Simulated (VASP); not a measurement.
# CaIn2Au: interstitial O from one void to a neighbouring one, part 2 of 4

Aim: the barrier for one hop in CaIn2Au: interstitial O from one void to a neighbouring one. The start is a cell from a database of measured crystal structures.

VASP 6.6.1, plane waves and PAW; the level of theory is named at each step.

So far. Step 2 (Relax the host): The run ended after 9 ionic steps, 0.016 eV below its first step, once forces and stress met EDIFFG = -0.02.

### Step 3. Relax the start

This step: PBEsol; plane waves and PAW (Au, In, Ca_pv, O) (VASP 6.6.1).

System of this step: Ca4In8Au4O. The cell holds 17 atoms: 4 Au, 8 In, 4 Ca and 1 O. Its edges and angles: a = 5.844 Å, b = 11.687 Å, c = 7.659 Å, α = 90.0°, β = 90.0°, γ = 134.8°. It derives from CaIn2Au. Nearest the centre at fractional (0.000, 0.500, 0.500): O17 at 0.80 Å, Ca16 at 2.06 Å, Ca13 at 2.08 Å, In11 at 2.68 Å, In8 at 2.71 Å, In7 at 2.72 Å, In12 at 2.74 Å, Au3 at 3.00 Å.

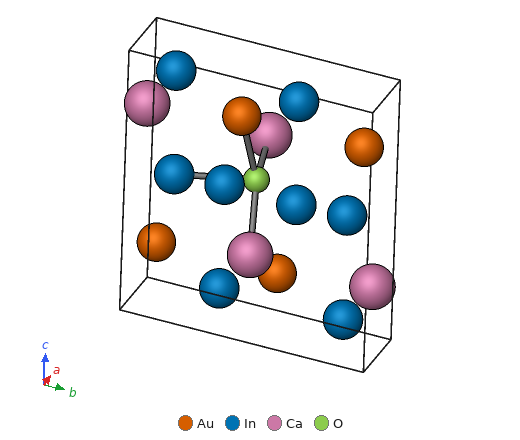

The cell of this step (gold orange, indium blue, calcium pink, oxygen green). Bonds to atoms that aren't drawn are left out.

A path needs two true minima; the start is relaxed with symmetry off.

Input file INCAR:

```
SYSTEM = Ca4In8Au4O
PREC = Normal
ENCUT = 400
EDIFF = 1E-05
NELM = 120
ISMEAR = 1
SIGMA = 0.15
LREAL = Auto
ALGO = Fast
GGA = PS
NBANDS = 70
LASPH = .TRUE.
LORBIT = 11
LWAVE = .FALSE.
LCHARG = .FALSE.
KPAR = 3
IBRION = 2
NSW = 60
ISIF = 2
EDIFFG = -0.05
POTIM = 0.4
MAXMIX = 40
ISYM = 0
```

Input file POSCAR:

```
Ca4In8Au4O
1.0
    2.2469605198     -5.3942296866      0.0000000000
    4.4939210396     10.7884593732      0.0000000000
    0.0000000000      0.0000000000      7.6586215528
Au In Ca O
4 8 4 1
Direct
    0.7856598121      0.1087081013      0.2508629153
    0.7781669244      0.6051168932      0.2511656786
    0.2108880698      0.3921662781      0.7509520575
    0.2156113864      0.8935033307      0.7514277060
    0.6323986736      0.1805231064      0.9484907435
    0.6379657236      0.6836822773      0.9489860351
    0.3616227191      0.3157087909      0.4497710300
    0.3610002406      0.8182733210      0.4523787633
    0.3560617814      0.3099031987      0.0497938267
    0.3623507788      0.8169456706      0.0508177551
    0.6468610725      0.1859948130      0.5492641415
    0.6432666096      0.6874579614      0.5519817804
    0.0739107801      0.4607570470      0.2504373235
    0.0759035553      0.9625333849      0.2482157973
    0.9282876970      0.0355355242      0.7497433743
    0.9272158848      0.5368170006      0.7486778517
    0.0843237087      0.4743694845      0.5425045415
```

Input file KPOINTS:

```
Automatic mesh
0
Gamma
4 2 3
0 0 0
```

Potentials, in the order of the species: Au, In, Ca_pv and O (PBE family, release 64).

Started as:

```sh
mpirun -np 3 vasp_std
```

Output:

```text
[banner, memory and clock lines left out]
running    3 mpi-ranks, on    1 nodes
 distrk:  each k-point on    1 cores,    3 groups
 distr:  one band on    1 cores,    1 groups

 POSCAR found type information on POSCAR AuInCaO
 POSCAR found :  4 types and      17 ions
 [... a notice as in an earlier step ...]

 LDA part: xc-table for (Slater+PW92), standard interpolation
|                                                                             |
|           W    W    AA    RRRRR   N    N  II  N    N   GGGG   !!!           |
|           W    W   A  A   R    R  NN   N  II  NN   N  G    G  !!!           |
|           W    W  A    A  R    R  N N  N  II  N N  N  G       !!!           |
|           W WW W  AAAAAA  RRRRR   N  N N  II  N  N N  G  GGG   !            |
|           WW  WW  A    A  R   R   N   NN  II  N   NN  G    G                |
|           W    W  A    A  R    R  N    N  II  N    N   GGGG   !!!           |
|                                                                             |
|     Your reciprocal lattice and k-lattice belong to different lattice       |
|     classes:                                                                |
|                                                                             |
|        The reciprocal lattice is simple monoclinic,                         |
|        whereas your k-lattice is base centered orthorhombic.                |
|                                                                             |
|     Results are often still useful ...                                      |
|                                                                             |

 POSCAR, INCAR and KPOINTS ok, starting setup
 FFT: planning ... GRIDC
 FFT: planning ... GRID_SOFT
 FFT: planning ... GRID
 WAVECAR not read
 entering main loop
       N       E                     dE             d eps       ncg     rms          rms(c)
DAV:   1     0.119195011081E+04    0.11920E+04   -0.29670E+04  2368   0.159E+03
DAV:   2     0.256650932224E+03   -0.93530E+03   -0.88580E+03  2000   0.511E+02
DAV:   3    -0.289146182515E+02   -0.28557E+03   -0.26570E+03  2632   0.186E+02
DAV:   4    -0.700576173050E+02   -0.41143E+02   -0.40064E+02  3208   0.780E+01
DAV:   5    -0.715057203698E+02   -0.14481E+01   -0.14258E+01  3120   0.162E+01    0.202E+01
RMM:   6    -0.653688069156E+02    0.61369E+01   -0.45094E+01  2896   0.205E+01    0.124E+01
RMM:   7    -0.646435581531E+02    0.72525E+00   -0.30335E+00  2742   0.714E+00    0.696E+00
RMM:   8    -0.644388661488E+02    0.20469E+00   -0.14386E+00  3087   0.412E+00    0.198E+00
RMM:   9    -0.644109884729E+02    0.27878E-01   -0.30420E-01  3022   0.174E+00    0.805E-01
RMM:  10    -0.644073192137E+02    0.36693E-02   -0.69052E-02  3220   0.836E-01    0.596E-01
RMM:  11    -0.644077003123E+02   -0.38110E-03   -0.15389E-02  2896   0.439E-01    0.223E-01
RMM:  12    -0.644073930049E+02    0.30731E-03   -0.66767E-03  3178   0.255E-01    0.542E-02
WARNING in EDDRMM: call to ZHEGV failed, returncode =   6  3     22
RMM:  13    -0.644074909567E+02   -0.97952E-04   -0.18729E-03  3110   0.128E-01    0.489E-02
WARNING in EDDRMM: call to ZHEGV failed, returncode =   8  4     25
RMM:  14    -0.644075006674E+02   -0.97107E-05   -0.42506E-04  3038   0.665E-02    0.121E-02
RMM:  15    -0.644075083659E+02   -0.76985E-05   -0.15724E-04  2675   0.387E-02    0.688E-03
WARNING in EDDRMM: call to ZHEGV failed, returncode =   6  3     47
RMM:  16    -0.644075102276E+02   -0.18618E-05   -0.46446E-05  2003   0.253E-02
   1 F= -.64407510E+02 E0= -.64408645E+02  d E =-.644075E+02
 curvature:   0.00 expect dE= 0.000E+00 dE for cont linesearch  0.000E+00
 trial: gam= 0.00000 g(F)=  0.226E+00 g(S)=  0.000E+00 ort = 0.000E+00 (trialstep = 0.100E+01)
 search vector abs. value=  0.226E+00
 bond charge predicted
       N       E                     dE             d eps       ncg     rms          rms(c)
DAV:   1    -0.644444536500E+02   -0.36945E-01   -0.42306E+01  2464   0.213E+01    0.150E+00
RMM:   2    -0.645625385720E+02   -0.11808E+00   -0.12202E+00  2979   0.530E+00    0.792E-01
RMM:   3    -0.645787150160E+02   -0.16176E-01   -0.25283E-01  3215   0.213E+00    0.539E-01
RMM:   4    -0.645773456807E+02    0.13693E-02   -0.45128E-02  3187   0.830E-01    0.289E-01
RMM:   5    -0.645769889312E+02    0.35675E-03   -0.84426E-03  3142   0.381E-01    0.557E-02
RMM:   6    -0.645771152819E+02   -0.12635E-03   -0.16807E-03  3035   0.153E-01    0.374E-02
RMM:   7    -0.645771384060E+02   -0.23124E-04   -0.36411E-04  3003   0.705E-02    0.202E-02
RMM:   8    -0.645771435995E+02   -0.51934E-05   -0.92863E-05  2398   0.342E-02
   2 F= -.64577144E+02 E0= -.64579438E+02  d E =-.169633E+00
[... from here on, the cycles between the ionic steps are left out ...]
   3 F= -.64653796E+02 E0= -.64657336E+02  d E =-.246285E+00
   4 F= -.64684516E+02 E0= -.64688391E+02  d E =-.307208E-01
[...]
WARNING in EDDRMM: call to ZHEGV failed, returncode =   6  3     47
   5 F= -.64705437E+02 E0= -.64709702E+02  d E =-.516418E-01
   6 F= -.64720084E+02 E0= -.64724609E+02  d E =-.146471E-01
[...]
WARNING in EDDRMM: call to ZHEGV failed, returncode =   6  3     20
[...]
WARNING in EDDRMM: call to ZHEGV failed, returncode =   6  3     24
   7 F= -.64725573E+02 E0= -.64730261E+02  d E =-.201356E-01
   8 F= -.64734596E+02 E0= -.64739279E+02  d E =-.902293E-02
[...]
WARNING in EDDRMM: call to ZHEGV failed, returncode =   8  4     49
   9 F= -.64737134E+02 E0= -.64741759E+02  d E =-.115613E-01
[...]
WARNING in EDDRMM: call to ZHEGV failed, returncode =   6  3     37
  10 F= -.64742358E+02 E0= -.64746754E+02  d E =-.522335E-02
  11 F= -.64744728E+02 E0= -.64748910E+02  d E =-.759352E-02
  12 F= -.64745451E+02 E0= -.64749140E+02  d E =-.831677E-02
[...]
WARNING in EDDRMM: call to ZHEGV failed, returncode =   8  4     33
  13 F= -.64745741E+02 E0= -.64749661E+02  d E =-.860652E-02
  14 F= -.64749547E+02 E0= -.64753143E+02  d E =-.380630E-02
  15 F= -.64749696E+02 E0= -.64753236E+02  d E =-.395573E-02
  16 F= -.64752638E+02 E0= -.64755984E+02  d E =-.294186E-02
[...]
WARNING in EDDRMM: call to ZHEGV failed, returncode =   6  3     23
[...]
WARNING in EDDRMM: call to ZHEGV failed, returncode =   6  3     35
WARNING in EDDRMM: call to ZHEGV failed, returncode =   6  3     29
  17 F= -.64752785E+02 E0= -.64756063E+02  d E =-.308894E-02
 curvature:  -5.37 expect dE=-0.443E-02 dE for cont linesearch -0.139E-04
 trial: gam= 0.53111 g(F)=  0.826E-03 g(S)=  0.000E+00 ort = 0.100E-03 (trialstep = 0.332E+01)
 search vector abs. value=  0.203E-02
 bond charge predicted
       N       E                     dE             d eps       ncg     rms          rms(c)
DAV:   1    -0.647416826485E+02    0.11103E-01   -0.23823E+00  2428   0.706E+00    0.299E-01
RMM:   2    -0.647535614597E+02   -0.11879E-01   -0.12465E-01  3006   0.159E+00    0.237E-01
RMM:   3    -0.647546271878E+02   -0.10657E-02   -0.20051E-02  3062   0.670E-01    0.105E-01
RMM:   4    -0.647549496920E+02   -0.32250E-03   -0.47973E-03  3243   0.266E-01    0.644E-02
RMM:   5    -0.647549812621E+02   -0.31570E-04   -0.70567E-04  3113   0.104E-01    0.606E-02
RMM:   6    -0.647549670369E+02    0.14225E-04   -0.19192E-04  2879   0.661E-02    0.395E-02
RMM:   7    -0.647549631618E+02    0.38751E-05   -0.83868E-05  2284   0.371E-02
  18 F= -.64754963E+02 E0= -.64758184E+02  d E =-.217773E-02
 trial-energy change:   -0.002178  1 .order   -0.001974   -0.002914   -0.001034
 step:   4.3047(harm=  5.1397)  dis= 0.02033  next Energy=   -64.755123 (dE=-0.234E-02)
 reached required accuracy - stopping structural energy minimisation
```

Run time: 19 min. Hardware: 3 MPI ranks of Intel Xeon Platinum 8259CL at 2.50GHz (Skylake/Cascade Lake), shared host; peak memory 1.2 GiB.

Parts of OUTCAR (step 3):

```text
 Found     14 irreducible k-points:

   k-points           NKPTS =     14   k-points in BZ     NKDIM =     14   number of bands    NBANDS=     70

   dimension x,y,z NGX =    30 NGY =   60 NGZ =   40
   dimension x,y,z NGXF=    60 NGYF=  120 NGZF=   80

   ENCUT  =  400.0 eV  29.40 Ry    5.42 a.u.   9.53 19.06 12.49*2*pi/ulx,y,z

   NELECT =     106.0000    total number of electrons

 E-fermi :   5.9229

 k-point     1 :       0.0000    0.0000    0.0000
  band No.  band energies     occupation
    ...
     50       5.0469      2.00000
     51       5.2090      2.00000
     52       5.4463      2.00007
     53       5.6331      2.01976
     54       5.9254      0.97188
     55       6.5006     -0.00000
     56       6.7240     -0.00000
     57       6.9420     -0.00000
     58       7.1214     -0.00000
     59       7.2545     -0.00000
    ...

 k-point     2 :       0.2500    0.0000    0.0000
  band No.  band energies     occupation
    ...
     49       4.5632      2.00000
     50       4.8223      2.00000
     51       5.1267      2.00000
     52       5.3806      2.00000
     53       5.8168      1.92508
     54       6.1255     -0.06683
     55       6.2494     -0.00869
     56       7.0288     -0.00000
     57       7.1723     -0.00000
     58       7.5211     -0.00000
    ...

  Total        2.0288223      1.3875490      2.7340967     -0.2287006     -2.0985529     -0.2908038
  in kB        8.7542532      5.9871954     11.7974724     -0.9868301     -9.0551371     -1.2548018
  external PRESSURE =       8.8463070 kB  Pullay stress =       0.0000000 kB

  energy-cutoff  :      400.00
  volume of cell :      371.31
      direct lattice vectors                 reciprocal lattice vectors
     2.246960520 -5.394229687  0.000000000     0.222522824 -0.092691641  0.000000000
     4.493921040 10.788459373  0.000000000     0.111261412  0.046345820  0.000000000
     0.000000000  0.000000000  7.658621553     0.000000000  0.000000000  0.130571800

 POSITION                                       TOTAL-FORCE (eV/Angst)
 -----------------------------------------------------------------------------------
      2.25476     -3.05727      1.87066        -0.005669      0.001248      0.010612
      4.50022      2.35737      1.93175        -0.006340     -0.001838     -0.015834
      2.25595      2.90357      5.90180         0.011299      0.031275      0.005505
      4.47621      8.43670      5.75266        -0.007309     -0.000384     -0.012700
      2.23055     -1.48262      7.22802         0.005604      0.001574      0.007654
      4.51110      3.92799      7.25945         0.011382      0.001058     -0.018697
      2.18815      1.47767      3.49068         0.021542     -0.011969      0.004755
      4.57825      6.86382      3.44322        -0.023997     -0.012234     -0.009550
      2.26513      1.35348      0.51295        -0.002664      0.005073     -0.004246
      4.47348      6.84137      0.42389        -0.010318      0.006142     -0.008542
      2.29690     -1.43789      4.18389         0.004691     -0.012852      0.024187
      4.43177      3.93421      4.19966        -0.003559     -0.017058      0.001421
      2.26007      4.61312      1.85297        -0.004991     -0.004810      0.024690
      4.49547      9.99496      1.94235         0.003166     -0.013465      0.025788
      2.22271     -4.64367      5.76360         0.007279      0.009497     -0.024136
      4.51260      0.74107      5.72754        -0.005607      0.005781      0.006900
      2.25997      4.93931      3.96144         0.005491      0.012963     -0.017807
 -----------------------------------------------------------------------------------
    total drift:                               -0.024149      0.011994      0.003210

  FREE ENERGIE OF THE ION-ELECTRON SYSTEM (eV)
  ---------------------------------------------------
  free  energy   TOTEN  =       -64.7549631618 eV

  energy  without entropy=      -64.7646256461  energy(sigma->0) =      -64.75818399

 total charge
# of ion       s       p       d       tot
------------------------------------------
    1        0.679   0.444   8.635   9.758
    2        0.680   0.423   8.642   9.745
    3        0.685   0.390   8.668   9.743
    4        0.684   0.408   8.650   9.743
    5        1.259   1.389   0.151   2.800
    6        1.259   1.391   0.144   2.794
    7        1.266   1.332   0.146   2.744
    8        1.268   1.336   0.144   2.748
    9        1.257   1.403   0.157   2.818
   10        1.256   1.374   0.148   2.779
   11        1.232   1.288   0.174   2.694
   12        1.230   1.301   0.186   2.717
   13        0.245   6.212   0.639   7.096
   14        0.217   6.164   0.476   6.857
   15        0.216   6.160   0.478   6.855
   16        0.241   6.204   0.627   7.072
   17        1.609   3.381   0.000   4.990
--------------------------------------------------
tot         15.284  40.600  38.068  93.951

[... 1 part as in an earlier step ...]

[... 7 further parts left out ...]
```

Step by step:

```csv
step,energy less that of the first step (eV),largest force (eV/Å)
1,0.0000,1.7206
2,-0.1696,0.8238
3,-0.2463,0.5953
4,-0.2770,0.3682
5,-0.2979,0.3074
6,-0.3126,0.1273
7,-0.3181,0.2037
8,-0.3271,0.0957
9,-0.3296,0.1549
10,-0.3348,0.0932
11,-0.3372,0.0744
12,-0.3379,0.1602
13,-0.3382,0.1108
14,-0.3420,0.0785
15,-0.3422,0.1043
16,-0.3451,0.0523
17,-0.3453,0.0660
18,-0.3475,0.0337
```

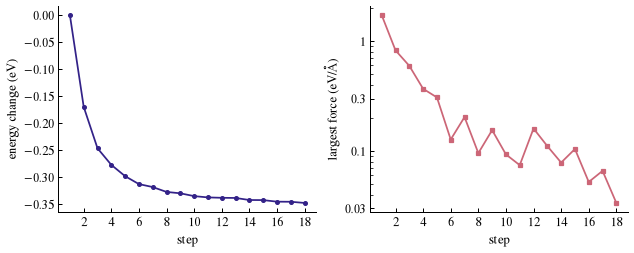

Energy and largest force along the relaxation.

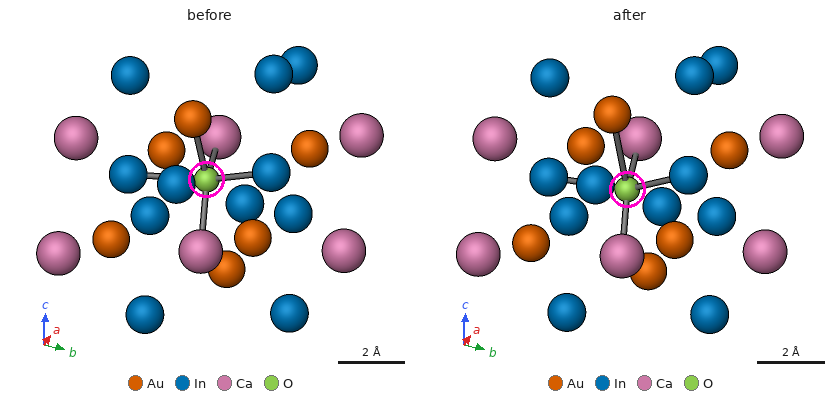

Before and after: the atoms that start within 5 Å of the centre. O17, which moves most, is ringed if it is among them. Bonds to atoms that aren't drawn are left out.

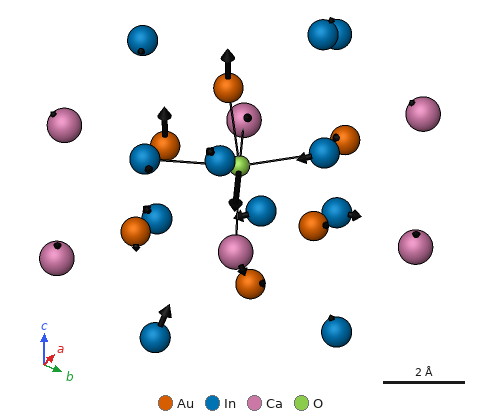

Displacements in the relaxation near the centre, exaggerated; the longest in the cell stands for 0.34 Å. Bonds to atoms that aren't drawn are left out.

The atoms that moved most (Å):

```csv
atom,dx,dy,dz,length
O17,-0.061,0.276,-0.193,0.343
Au3,0.020,-0.190,0.151,0.243
In9,0.072,-0.069,0.132,0.165
In12,-0.103,-0.012,-0.028,0.107
In8,0.090,-0.017,-0.021,0.094
Ca13,0.023,0.041,-0.065,0.080
In7,-0.043,0.022,0.046,0.067
Ca16,0.017,-0.049,-0.006,0.052
```

Final coordinates:

```xyz
17
Lattice="2.2470 -5.3942 0.0000 4.4939 10.7885 0.0000 0.0000 0.0000 7.6586" Properties=species:S:1:pos:R:3 pbc="T T T"
Au    2.2548   -3.0573    1.8707
Au    4.5002    2.3574    1.9318
Au    2.2559    2.9036    5.9018
Au    4.4762    8.4367    5.7527
In    2.2306   -1.4826    7.2280
In    4.5111    3.9280    7.2595
In    2.1882    1.4777    3.4907
In    4.5782    6.8638    3.4432
In    2.2651    1.3535    0.5130
In    4.4735    6.8414    0.4239
In    2.2969   -1.4379    4.1839
In    4.4318    3.9342    4.1997
Ca    2.2601    4.6131    1.8530
Ca    4.4955    9.9950    1.9424
Ca    2.2227   -4.6437    5.7636
Ca    4.5126    0.7411    5.7275
O     2.2600    4.9393    3.9614
```

This step gave:

```yaml
electronic_cycles: 137
electrons: 106
free_energy_toten: -64.7550 eV
energy_at_zero_smearing: -64.7582 eV
fermi_energy: 5.923 eV
```

The run ended after 18 ionic steps, 0.347 eV below its first step, once the forces on the free atoms met EDIFFG = -0.05.

(Continued in part 3 of 4.)

[Lines on the potential files, build, host, timing and source positions are cut from VASP's logs without a mark.]

[Logs are printed without paths, hosts, clocks, repeated set-up lines and the standing remarks that a program may print on its own settings, such as how far it seeks lower states.]

[Hosts, paths, dates, database ids (printed as entryN), source tags and the programs' standing remarks are cut or masked in the printed files.]

[Runs that stopped without an error message from VASP are left out.]
